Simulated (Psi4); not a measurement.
# SnH3OF (SMILES [OH][SnH2][F]): MP2/def2-SVPD (core potential)

What is the vertical singlet–triplet gap of SnH3OF at MP2/def2-SVPD (core potential)? 

The calculation is run with Psi4 1.11.

2 further runs of the same task are left out: 2 set aside as unsound or not needed.

### 1 The system as given

The species is SnH3OF (6 atoms), meant as a singlet with charge 0. SMILES: `[OH][SnH2][F]`. Geometry: relaxed at PBE0-D4/def2-TZVP. This is one conformer, not always the lowest.

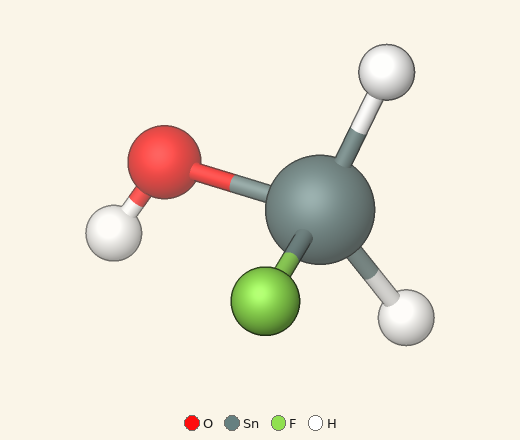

Viewed from a chosen angle; oxygen red, tin teal, fluorine green, hydrogen white.

### 2 A single-point energy at MP2/def2-SVPD (core potential)

Contents of input.in:

```
memory 2200 MB

molecule {
  0 1
  O     -1.414400    -0.333000    -0.425000
  Sn     0.302300     0.255900     0.283700
  F      1.409100    -1.315100     0.302100
  H     -1.368600    -0.685700    -1.316700
  H      1.096100     1.317100    -0.782100
  H      0.017500     0.696700     1.891900
  units angstrom
  symmetry c1
  no_reorient
  no_com
}

set basis def2-SVPD
set puream true
set e_convergence 1e-09
set d_convergence 1e-08
set scf_type pk
set num_frozen_docc 6
set mp2_type conv

e = energy('mp2')
print_variables()
```

On the command line:

```
psi4 input.in input.out -n 1
```

input.out:

```text
[...]
    !!!  WARNING: ECP capability is in beta. Please check occupations closely.  !!!
[...]
  Running in c1 symmetry.
[...]
  Nuclear repulsion =  145.590402924990826
[...]
  Multiplicity = 1
[...]
  Nalpha       = 21
  Nbeta        = 21
[...]
    Number of basis functions: 102
[...]
   @RHF iter   1:  -389.11978869720974   -2.03610e+00   6.56313e-03 ADIIS/DIIS
[...]
   @RHF iter  12:  -389.29114876197991   -2.27374e-12   1.76849e-09 DIIS
[...]
    Orbital Energies [Eh]
    ---------------------
    Doubly Occupied:
       1A    -26.242031     2A    -20.561981     3A     -5.915131
       4A     -4.107001     5A     -4.105610     6A     -4.103804
       7A     -1.507421     8A     -1.396092     9A     -1.373502
      10A     -1.370615    11A     -1.368632    12A     -1.359546
      13A     -1.272259    14A     -0.726095    15A     -0.649562
      16A     -0.610379    17A     -0.607762    18A     -0.571065
      19A     -0.511934    20A     -0.509071    21A     -0.471733
[...]
  @RHF Final Energy:  -389.29114876197991
   => Energetics <=
    Nuclear Repulsion Energy =            145.5904029249908262
    One-Electron Energy =                -911.0806499617992813
    Two-Electron Energy =                 376.1990982748285433
    Total Energy =                       -389.2911487619799118
[...]
 Multipole Moments:
 ------------------------------------------------------------------------------------
     Multipole            Electronic (a.u.)      Nuclear  (a.u.)        Total (a.u.)
 ------------------------------------------------------------------------------------
 L = 1.  Multiply by 2.5417464519 to convert [e a0] to [Debye]
 Dipole X            :        -14.6278009           14.6686211            0.0408202
 Dipole Y            :         15.3042548          -14.2523144            1.0519404
 Dipole Z            :        -10.3626240           10.1164598           -0.2461642
 Magnitude           :                                                    1.0811298
[...]
	SCS-MP2 Total Energy (a.u.)        :  -389.80683673125748
	SOS-MP2 Total Energy (a.u.)        :  -389.76046069490212
	SCSN-MP2 Total Energy (a.u.)       :  -389.53601423393616
[...]
	SOS-PI-MP2 Total Energy (a.u.)     :  -389.83867935038916
[...]
	MP2 Total Energy (a.u.)            :  -389.82137014848115
[...]
```

It took 7.8 s on 1 thread of AMD EPYC 7R43 (Zen 3), shared host; peak memory 0.64 GiB.

### 3 The triplet

Contents of calc.py:

```python
import psi4

psi4.set_memory('2200 MB')
psi4.set_num_threads(1)
psi4.core.set_output_file('fh3osn.out', False)

molecule = psi4.geometry("""
0 3
O     -2.67282863    -0.62927880    -0.80313360
Sn     0.57126421     0.48358092     0.53611530
F      2.66281308    -2.48517883     0.57088626
H     -2.58627917    -1.29578520    -2.48820239
H      2.07132881     2.48895828    -1.47795480
H      0.03307021     1.31657219     3.57517286
units au
symmetry c1
no_reorient
no_com
""")

psi4.set_options({
    'reference': 'uhf',
    'puream': True,
    'e_convergence': 1e-09,
    'd_convergence': 1e-08,
    'scf_type': 'pk',
    'num_frozen_docc': 6,
    'mp2_type': 'conv',
    'maxiter': 100,
})

e = psi4.energy('mp2/def2-SVPD', molecule=molecule)
print(f'total energy {e:.8f} hartree = {e * 27.211386:.5f} eV')
```

On the command line:

```
python calc.py
```

fh3osn.out:

```text
[...]
    !!!  WARNING: ECP capability is in beta. Please check occupations closely.  !!!
[...]
  Running in c1 symmetry.
[...]
  Nuclear repulsion =  145.590402903638193
[...]
  Multiplicity = 3
[...]
  Nalpha       = 22
  Nbeta        = 20
[...]
    Number of basis functions: 102
[...]
   @UHF iter   1:  -388.73360865331705   -1.64767e+00   7.45227e-03 DIIS/ADIIS
[...]
   @UHF iter  35:  -389.02575867054429   -8.24230e-12   7.57503e-09 DIIS
[...]
   @S^2 Observed:                2.022589343E+00
[...]
    Orbital Energies [Eh]
    ---------------------
    Alpha Occupied:
       1A    -26.256282     2A    -20.573589     3A     -5.920707
       4A     -4.116429     5A     -4.104441     6A     -4.103477
       7A     -1.520330     8A     -1.403192     9A     -1.384600
      10A     -1.377057    11A     -1.369855    12A     -1.363446
      13A     -1.286436    14A     -0.785961    15A     -0.684447
      16A     -0.643494    17A     -0.624201    18A     -0.616018
      19A     -0.569404    20A     -0.547337    21A     -0.518530
      22A     -0.196697
    Alpha Virtual:
      23A      0.056681    24A      0.065519    25A      0.070178
[...]
  @UHF Final Energy:  -389.02575867054429
   => Energetics <=
    Nuclear Repulsion Energy =            145.5904029036381928
    One-Electron Energy =                -910.4931721113312051
    Two-Electron Energy =                 375.8770105371487489
    Total Energy =                       -389.0257586705442918
  UHF NO Occupations:
  HONO-2 :   20  A 1.9912740
  HONO-1 :   21  A 1.0000000
[...]
 Multipole Moments:
 ------------------------------------------------------------------------------------
     Multipole            Electronic (a.u.)      Nuclear  (a.u.)        Total (a.u.)
 ------------------------------------------------------------------------------------
 L = 1.  Multiply by 2.5417464519 to convert [e a0] to [Debye]
 Dipole X            :        -14.4744901           14.6686211            0.1941311
 Dipole Y            :         15.0978275          -14.2523144            0.8455132
 Dipole Z            :        -10.7168659           10.1164598           -0.6004061
 Magnitude           :                                                    1.0550198
[...]
	SCS-MP2 Total Energy (a.u.)        :  -389.53400355373645
	SOS-MP2 Total Energy (a.u.)        :  -389.48558539207011
	SCSN-MP2 Total Energy (a.u.)       :  -389.28140656414257
[...]
	SOS-PI-MP2 Total Energy (a.u.)     :  -389.56222317899108
[...]
	MP2 Total Energy (a.u.)            :  -389.55420209014812
[...]
```

Standard output:

```text
total energy -389.55420209 hartree = -10600.30976 eV
```

Run time: 11 s. Hardware: 1 thread of AMD EPYC 7R43 (Zen 3), shared host; peak memory 0.65 GiB.

### 4 Summary of results

At MP2/def2-SVPD (core potential), 6 core orbitals frozen:

```
                                                           quantity          value
                                              singlet: total energy  -389.82137 Eh
                       singlet: HOMO energy (Hartree–Fock orbitals)      -12.84 eV
                       singlet: LUMO energy (Hartree–Fock orbitals)        1.82 eV
                     singlet: HOMO–LUMO gap (Hartree–Fock orbitals)       14.65 eV
               singlet: correlation energy (6 core orbitals frozen)     -530.2 mEh
                                              triplet: total energy  -389.55420 Eh
triplet: HOMO energy (Hartree–Fock orbitals) (highest over α and β)       -5.35 eV
 triplet: LUMO energy (Hartree–Fock orbitals) (lowest over α and β)       -3.49 eV
               triplet: correlation energy (6 core orbitals frozen)     -528.4 mEh
                         triplet: ⟨S²⟩ of the reference determinant          2.023
                   vertical energy of the triplet above the singlet       7.270 eV
```

At this shape the triplet lies 7.27 eV (168 kcal/mol) above the singlet.
